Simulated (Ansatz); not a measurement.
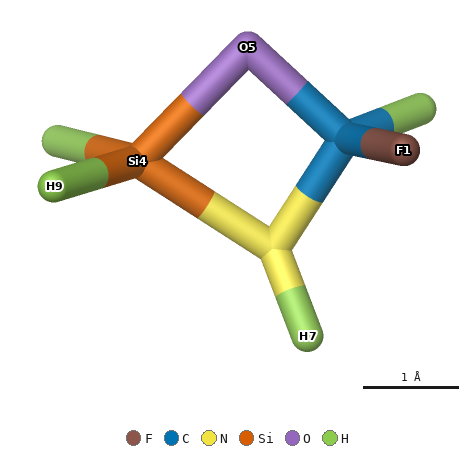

**Figure 1.** The structure (stick view, seen on its broad side; atoms are numbered from 1 in the order of the input).

## Run report: CH₄FNOSi, single-point calculation

CH₄FNOSi, SMILES FC1N[SiH2]O1, computed with RKS r2SCANh-d4/ANO-RCC-VTZP (Ansatz 0.2.0).

The geometry comes from this level: PBE0-D4/def2-TZVP.

## The input
```yaml
crystal:
  periodic: [false, false, false]
  atoms:
    - {symbol: F, position_ang: [-0.120692, 2.017641, 0.407117]}
    - {symbol: C, position_ang: [0.130223, 0.957507, -0.429449]}
    - {symbol: N, position_ang: [0.918100, -0.058925, 0.202815]}
    - {symbol: Si, position_ang: [-0.465983, -1.079519, 0.182712]}
    - {symbol: O, position_ang: [-1.050301, 0.241841, -0.675766]}
    - {symbol: H, position_ang: [0.540639, 1.390254, -1.346992]}
    - {symbol: H, position_ang: [1.676041, 0.185952, 0.813352]}
    - {symbol: H, position_ang: [-0.373400, -2.315833, -0.626868]}
    - {symbol: H, position_ang: [-1.166028, -1.385216, 1.455981]}
basis:
  gaussian: {orbitals: ANO-RCC-VTZP}
hamiltonian: {xc: {name: r2SCANh}, dispersion: d4}
accuracy: high
```

Hardware: 2 threads of Arm Neoverse N1, 23 GiB of memory available, shared host.

Run as:
```bash
ansatz run in.yaml --threads 2 --pin off --events-out ev --progress --plain --max-ram 4352MiB
```

## Output
```
Functional definition: r2SCANh
  name "r2SCANh"
  cite "Bursch, Neugebauer, Ehlert & Grimme, J. Chem. Phys. 156, 134105 (2022) doi:10.1063/5.0086040"
  cite "Furness, Kaplan, Ning, Perdew & Sun, J. Phys. Chem. Lett. 11, 8208 (2020) doi:10.1021/acs.jpclett.0c02405"
  cite "Furness, Kaplan, Ning, Perdew & Sun, J. Phys. Chem. Lett. 11, 9248 (2020) doi:10.1021/acs.jpclett.0c03077"
  parent r2scan
  parameter a = 0.1
  parameter k0 = 0.174
  parameter k1 = 0.065
  parameter a1 = 4.9479
  exchange = (1 - a)*r2scan_x(k0 = k0, k1 = k1, a1 = a1) + a*exact_x
  correlation = r2scan_c
4051 factors; integrals over basis functions are off by at most 3.3e-9 eV
mean field evaluation 1: about -15247.4206 eV, gradient 6.8e1 eV
mean field evaluation 2: about -15234.9927 eV, gradient 1.0e2 eV
mean field evaluation 4: about -15255.0696 eV, gradient 7.3e0 eV
mean field evaluation 8: about -15255.2466 eV, gradient 2.0e-1 eV
mean field evaluation 16: about -15255.2467 eV, gradient 3.2e-5 eV
mean field -15255.24670870 eV, -560.6199761672 hartree, gradient 4.7e-8 eV, S^2 0.000000; 0 other end points of the search recorded, 0 dependent functions left out
reference -15255.24671049 eV, -560.6199762328 hartree; 24, 24 occupied and 186, 186 virtual orbitals, 4051 factors
Total energy: -15255.29059143 eV, -560.6215888278 hartree
Relativity: scalar
```

## Key numbers

| quantity | value |
| --- | --- |
| outcome | converged |
| total energy | −15255.2906 eV |
| mean-field energy | −15255.2467 eV |
| dispersion energy | −0.0439 eV |
| SCF solution under orbital rotations | stable |
| wall time | 3.4 min (CPU time 6.8 min) |
| peak memory | 1.5 GiB |
